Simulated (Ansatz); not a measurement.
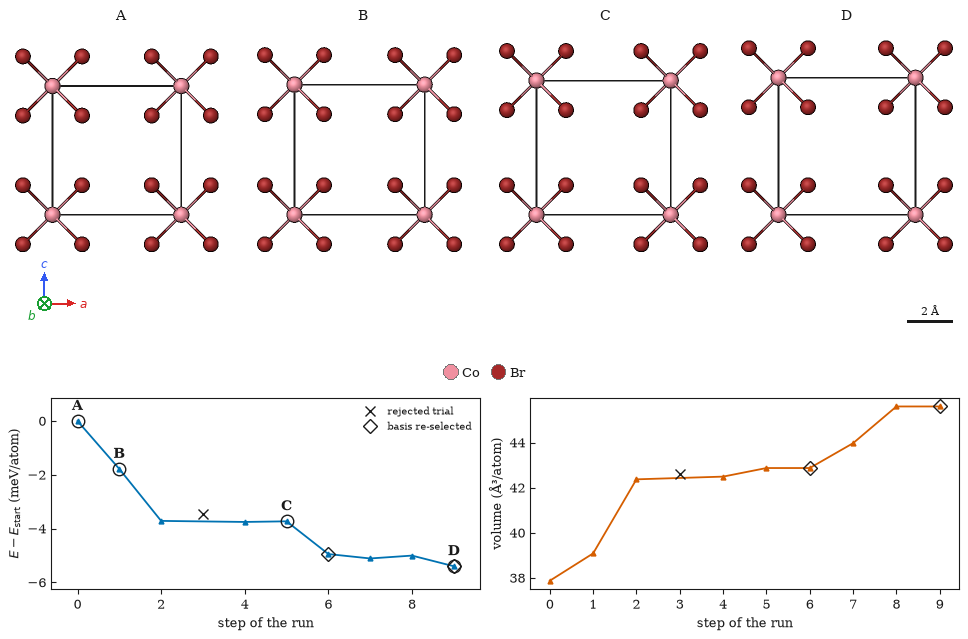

Frames of a relaxation of crystalline CoBr4 (a generated structure, set up in P-43m), marked on the history of the run. Style: ball-and-stick. Shown: the cell of the calculation, along the b axis.

Computed with DFT PBE, scalar-relativistic, plane waves, PAW in Ansatz.

Input file:
```yaml
crystal:
  lattice:
    - [5.7426317402, 0.0, 0.0]
    - [0.0, 5.7426317402, 0.0]
    - [0.0, 0.0, 5.7426317402]
  atoms:
    - { symbol: Co, position: [0.0, 0.0, 0.0], spin: 2.94 }
    - { symbol: Br, position: [0.2294796086, 0.7705203914, 0.7705203914], spin: 0.34 }
    - { symbol: Br, position: [0.7705203914, 0.2294796086, 0.7705203914], spin: 0.34 }
    - { symbol: Br, position: [0.7705203914, 0.7705203914, 0.2294796086], spin: 0.34 }
    - { symbol: Br, position: [0.2294796086, 0.2294796086, 0.2294796086], spin: 0.34 }
basis:
  ecutwfc: 420
kpoints:
  mp_grid: { grid: [6, 6, 6] }
hamiltonian:
  xc: pbe
scf:
  occupations: { method: gaussian, width: 0.01 }
output:
  forces: true
  stress: true
  eigenvalues: true
  populations: true
  write_density: true
  write_potential: true
  elf: true
  volumetric_format: npy
magnetization:
  spin_polarized: true
relax:
  adjacent_minimum: "off"
  f_tol: 0.01
  max_steps: 80
  cell: { stress_tol: 0.05 }
```

Command:
```bash
ansatz run input.yaml --threads 1 --pin off --max-ram 2560MiB --backend cpu --events-out ev --progress --plain --runs-dir out
```

What happens along the run?

Answer. After 6 accepted moves (9 points after the start) the energy has fallen by 5.4 meV per atom. The largest force component goes from 0.011 to 0.0036 eV/Å. Pressure: 0.25 GPa at the start and 0.01 GPa at the end. The line search rejected the trial step at point 3 of the run. At 2 points the geometry stayed and the basis and grid were re-selected for the new cell (energy shift of 1.2 meV per atom at most each time). The largest moves relative to the cell, 0.15 Å, are those of Br2, Br3, Br4 and Br5. Br2 goes along [−1 1 1]. Co stays in place. The volume changes by +20.4 %, with a = b = c 5.743 → 6.109 Å (+6.4 %). The space group stays P-43m (No. 215). Cost: 2.1 min on 1 thread of AMD EPYC 9R45 96-Core Processor (Zen 5), with other jobs on the host, peak memory 0.68 GiB. From step 0 to 1: Br atoms move most (0.03 Å), volume +3.2 %, energy −1.8 meV per atom. From step 1 to 5: Br atoms move most (0.07 Å), volume +9.7 %, energy −1.9 meV per atom. From step 5 to 9: Br atoms move most (0.05 Å), volume +6.4 %, energy −1.7 meV per atom.
